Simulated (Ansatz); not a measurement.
**Si2NH6F (SMILES F[SiH2]N[SiH3]) at BCCD(T)/cc-pVDZ**

What is the energy change on altering one bond length of Si2NH6F at BCCD(T)/cc-pVDZ? 

The results are computed with Ansatz 0.2.0.

69 further runs of the same task are left out: 69 set aside as unsound or not needed.

**1. Starting point**

Si2NH6F: 10 atoms, total charge 0, spin state singlet. As SMILES, `F[SiH2]N[SiH3]`. Geometry: relaxed at PBE0-D4/def2-TZVP. This is one conformer, not always the lowest.

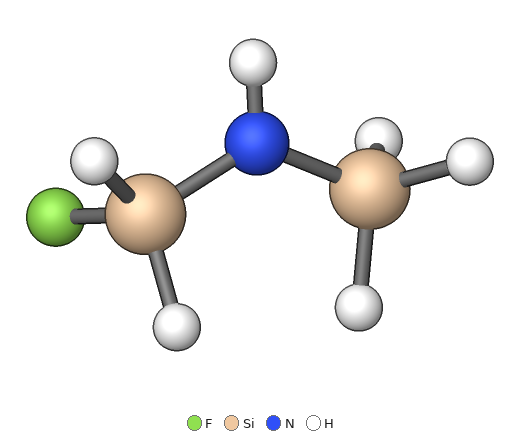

Viewed from a chosen angle; fluorine green, silicon light orange, nitrogen blue, hydrogen white.

**2. The energy at BCCD(T)/cc-pVDZ**

Input file job.yaml:

```yaml
crystal:
  periodic: [false, false, false]
  atoms:
    - {symbol: F, position_ang: [-1.561500, 0.994300, -1.776700]}
    - {symbol: Si, position_ang: [-0.375000, 1.301800, -0.745900]}
    - {symbol: N, position_ang: [0.514800, -0.094800, -0.335900]}
    - {symbol: Si, position_ang: [0.194800, -1.236100, 0.928700]}
    - {symbol: H, position_ang: [0.517200, 2.267200, -1.426700]}
    - {symbol: H, position_ang: [-1.010100, 1.839400, 0.475900]}
    - {symbol: H, position_ang: [1.264300, -0.336200, -0.970000]}
    - {symbol: H, position_ang: [1.391500, -1.422100, 1.791600]}
    - {symbol: H, position_ang: [-0.186300, -2.569800, 0.392000]}
    - {symbol: H, position_ang: [-0.924400, -0.683300, 1.730300]}
basis:
  gaussian:
    orbitals: cc-pVDZ
correlation:
  method: bccd_t
  frozen_orbitals: {F: 1, H: 0, "N": 1, Si: 5}
accuracy: high
scf:
  omitted_lower_state_checks: [cluster_reference, increment]
```

The run is started by

```bash
$ ansatz run job.yaml --threads 1 --pin off --max-ram 3480MiB --events-out events.jsonl --progress --plain --runs-dir runs
```

The log of the run, shortened:

```text
Warning: RAYON_NUM_THREADS=1 ignored (pool sized by the plan → 1); use --threads N
Functional definition: HF
  name "HF"
[...]
2240 factors; integrals over basis functions are off by at most 3.7e-9 eV
[...]
mean field -20009.87787028 eV, -735.3494485503 hartree, gradient 6.1e-9 eV, S^2 0.000000; 0 other end points of the search recorded, 0 dependent functions left out
12 core orbitals not correlated: weight in the atoms' cores, before any rotation towards them, 1.000 or more for the frozen orbitals, at most 0.000 for the correlated occupied ones
reference -20009.87787028 eV, -735.3494485503 hartree; 13, 13 occupied and 69, 69 virtual orbitals, 2240 factors
second order -15.17819970 eV of doubles, -0.00000000 eV of singles
cycle   1  -15.92316214 eV  change   -7.4e-1 eV  update   9.4e-2
[...]
cycle  20  -16.43405973 eV  change  -9.7e-11 eV  update   2.5e-9
perturbative correction -0.37663801 eV, -0.0138411914 hartree
Total energy: -20026.68856801 eV, -735.9672302975 hartree
Checks for a lower state left out: cluster_reference, increment
```

It took 25 s on 1 thread of Intel Xeon Platinum 8488C (Sapphire Rapids), shared host; peak memory 0.81 GiB.

**3. The distorted shape at the same level**

Input file in.yaml:

```yaml
crystal:
  periodic: [false, false, false]
  atoms:
    - {symbol: F, position_ang: [-0.218453, 0.330936, -2.738625]}
    - {symbol: Si, position_ang: [0.968047, 0.638436, -1.707825]}
    - {symbol: "N", position_ang: [1.857847, -0.758164, -1.297825]}
    - {symbol: Si, position_ang: [1.537847, -1.899464, -0.033225]}
    - {symbol: H, position_ang: [1.860247, 1.603836, -2.388625]}
    - {symbol: H, position_ang: [0.332947, 1.176036, -0.486025]}
    - {symbol: H, position_ang: [2.607347, -0.999564, -1.931925]}
    - {symbol: H, position_ang: [2.734547, -2.085464, 0.829675]}
    - {symbol: H, position_ang: [1.156747, -3.233164, -0.569925]}
    - {symbol: H, position_ang: [-0.924400, -0.683300, 1.730300]}
basis:
  gaussian:
    orbitals: cc-pVDZ
correlation:
  method: bccd_t
  frozen_orbitals: {F: 1, H: 0, "N": 1, Si: 5}
accuracy: high
scf:
  omitted_lower_state_checks: [cluster_reference, increment]
```

The run is started by

```bash
$ ansatz run in.yaml --threads 1 --pin off --max-ram 3480MiB --events-out events.jsonl --progress --plain --runs-dir runs
```

The log of the run, shortened:

```text
Warning: RAYON_NUM_THREADS=1 ignored (pool sized by the plan → 1); use --threads N
Functional definition: HF
  name "HF"
[...]
2198 factors; integrals over basis functions are off by at most 3.7e-9 eV
[...]
mean field -20004.45703809 eV, -735.1502366418 hartree, gradient 8.3e-8 eV, S^2 0.000000; 1 other end points of the search recorded, 0 dependent functions left out; unrestricted orbitals would lower it
12 core orbitals not correlated: weight in the atoms' cores, before any rotation towards them, 1.000 or more for the frozen orbitals, at most 0.000 for the correlated occupied ones
reference -20004.45703809 eV, -735.1502366418 hartree; 13, 13 occupied and 69, 69 virtual orbitals, 2198 factors
second order -15.80826426 eV of doubles, -0.00000000 eV of singles
cycle   1  -16.48564669 eV  change    -1.7e0 eV  update   1.5e-1
[...]
cycle  30  -17.82144054 eV  change   -1.5e-9 eV  update  4.1e-10
perturbative correction -0.61884618 eV, -0.0227421776 hartree
WARN: these amplitudes may be one of several solutions (largest doubles amplitude 0.51, level shift 2.42 eV)
Total energy: -20022.89732482 eV, -735.8279046797 hartree
Checks for a lower state left out: cluster_reference, increment
```

Run time: 30 s. Hardware: 1 thread of Intel Xeon Platinum 8488C (Sapphire Rapids), shared host; peak memory 0.8 GiB.

**4. Results**

At BCCD(T)/cc-pVDZ, 12 core orbitals frozen:

```
                                                           quantity          value
                                          first shape: total energy  -735.96723 Eh
          first shape: correlation energy (12 core orbitals frozen)     -617.8 mEh
                                        first shape: (T) correction     -13.84 mEh
                                      distorted shape: total energy  -735.82790 Eh
      distorted shape: correlation energy (12 core orbitals frozen)     -677.7 mEh
                                    distorted shape: (T) correction     -22.74 mEh
energy change with the Si4–H10 bond stretched from 1.483 to 3.264 Å       3.791 eV
```

What this shows: With the Si4–H10 bond stretched from 1.483 to 3.264 Å the energy rises by 3.79 eV (87 kcal/mol). The first shape isn't relaxed at this level, so the change isn't measured from a minimum. A restricted reference can't describe the breaking bond well at this length. The triples (first shape) make up 2.2 % of the correlation energy. The restricted solution (distorted shape) is unstable to spin breaking: an unrestricted one lies lower. The triples (distorted shape) make up 3.4 % of the correlation energy.
